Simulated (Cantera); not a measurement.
Charge: 1 mol Si, a varied amount of CO2, 21 mol N2, equilibrated at 1600 K and 13300 Pa.

Method: chemical equilibrium by Gibbs-energy minimisation in Cantera with the NASA 1993 tables (ideal gas, pure condensed phases). Candidate condensed phases: C, Si, SiC, SiO2, Si2N2O, Si3N4; 34 gas species. Mutual solubility and eutectic melting of coexisting phases are not modelled. The tables hold silica as quartz up to 1696 K and as liquid above; real silica turns to tridymite and cristobalite and melts near 1996 K. Kinetics and transport are ignored.

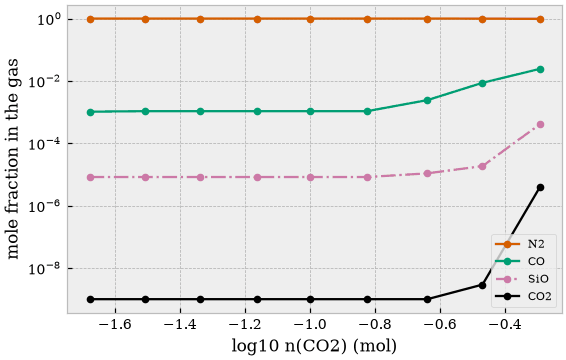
*Equilibrium gas composition (values under 1e-9 drawn at 1e-9)*

At 0.021 mol CO2 the condensed part is Si2N2O(s) + Si3N4(s). From 0.031 mol CO2 to 0.15 mol CO2 the condensed part is SiC(s) + Si2N2O(s) + Si3N4(s). At 0.23 mol CO2 the condensed part is SiC(s) + Si2N2O(s). At 0.34 mol CO2 the condensed part is C(graphite) + Si2N2O(s). At 0.51 mol CO2 the condensed part is SiO2(β-quartz) + Si2N2O(s). The main Si-bearing gas is SiO throughout.
